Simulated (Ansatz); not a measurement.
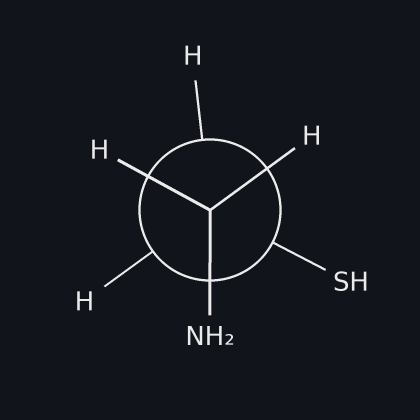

A Newman projection along the C–C bond, carbon in front; angles are drawn as computed, but eclipsed bonds slightly apart. The computed structure is the end point of a PBE0-D4/def2-TZVP optimisation.

Question: Which molecule is it?

Answer: C2H7NS, NCCS

Question: What is the torsion angle from the front NH2 to the back SH? The sign is positive where the front bond must turn clockwise to cover the back bond.

Answer: −63°, synclinal (gauche). The conformation about this bond is staggered.
